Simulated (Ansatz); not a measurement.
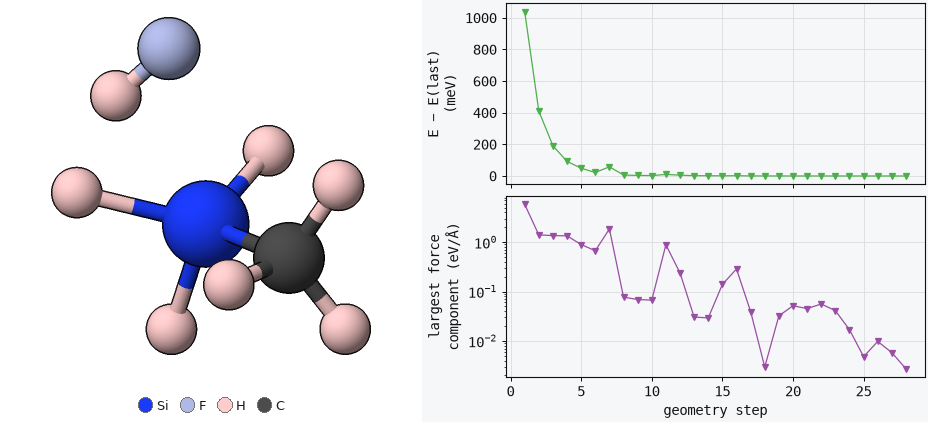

Beside the plot: the molecule at the start.

History of a geometry optimisation.

```
crystal:
  periodic: [false, false, false]
  atoms:
    - {symbol: Si, position_ang: [-0.523510, 0.114939, -0.493776]}
    - {symbol: F, position_ang: [1.587040, 0.831554, -0.834422]}
    - {symbol: H, position_ang: [-0.266244, -0.568296, -1.847513]}
    - {symbol: H, position_ang: [-1.984123, 0.322310, -0.455167]}
    - {symbol: C, position_ang: [0.076178, -0.801990, 0.997742]}
    - {symbol: H, position_ang: [0.882588, 1.358838, -0.797958]}
    - {symbol: H, position_ang: [-0.321429, 1.653677, -0.517584]}
    - {symbol: H, position_ang: [0.131048, -0.101295, 1.830581]}
    - {symbol: H, position_ang: [-0.650159, -1.561007, 1.237838]}
    - {symbol: H, position_ang: [1.068612, -1.248730, 0.880259]}
basis:
  gaussian: {orbitals: def2-TZVP}
hamiltonian: {xc: pbe0, dispersion: d4}
relax: {f_tol: 0.005, max_steps: 200}
```

Launched with:
```bash
ansatz run in.yaml --threads 2 --pin off --events-out ev --progress --plain --max-ram 4352MiB
```

Q: How did the optimisation end?

A: The optimisation met its thresholds at geometry 28, counting the start as the first. The energy fell by about 1000 meV from the first step to the last, with a rise at step 7. The largest force component goes from about 5.8 eV/Å at the start to 2.7 × 10⁻³ eV/Å at the end.
